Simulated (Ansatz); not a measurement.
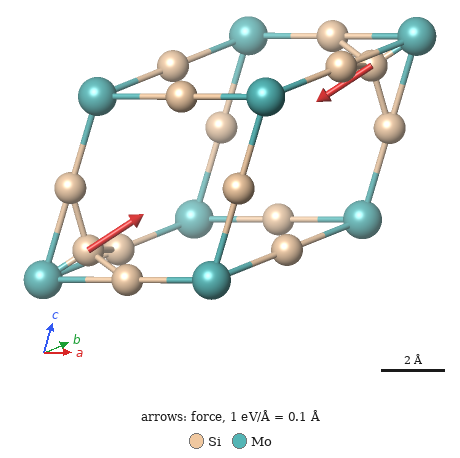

Starting geometry of solid Si5Mo (a generated structure, set up in R-3m) (coarse preliminary run) with the computed forces as red arrows. A ball-and-stick model of the cell of the calculation, seen from a free direction.

Method: Ansatz, DFT PBE, scalar-relativistic, plane waves, PAW. (plane-wave cutoff 420 eV; k-point mesh 3 × 3 × 3; occupations gaussian; smearing width 0.1 eV; no spin polarisation; cell and atoms relaxed; force threshold 0.04 eV/Å; at most 70 steps)

Q: Is this structure relaxed? If not, where do the atoms go?

A: It isn't relaxed: the largest force vector, on Si atoms, is 21.29 eV/Å. The atoms end up moving mostly along the starting forces (cosine between the two patterns 1.00). The energy falls by 2966 meV per atom in 18 accepted moves (19 points after the start). Largest force component: 21 eV/Å at the start, 0.012 eV/Å at the end. Pressure: 23.14 GPa at the start and −0.03 GPa at the end. The SCF was repeated once at an unchanged geometry on a basis and grid sized afresh for the cell, which shifted the energy by 0.2 meV per atom at most. The largest moves relative to the cell, 1.68 Å, are those of Si atoms. Mo stays in place. Cell: a = b = c 6.277 → 4.975 Å (−20.8 %), α 68.9° → 92.6°, β 68.9° → 92.6°, γ 68.9° → 92.6°. Volume −40.9 %. Near-neighbour distances that change, for instance: Si–Si 10.817 → 2.889 Å, Mo–Si 1.719 → 2.667 Å, Mo–Si 3.139 → 2.487 Å, Si–Si 2.154 → 2.447 Å. Bond angles that change, for instance: Si–Si–Mo 107.8° → 58.0°, Si–Si–Mo 148.6° → 114.6°, Si–Si–Si 111.1° → 94.5°. The space group stays R-3m (No. 166). The run took 49 s on 1 thread of Intel(R) Xeon(R) Processor @ 2.70GHz (shared host), peak memory 0.47 GiB.
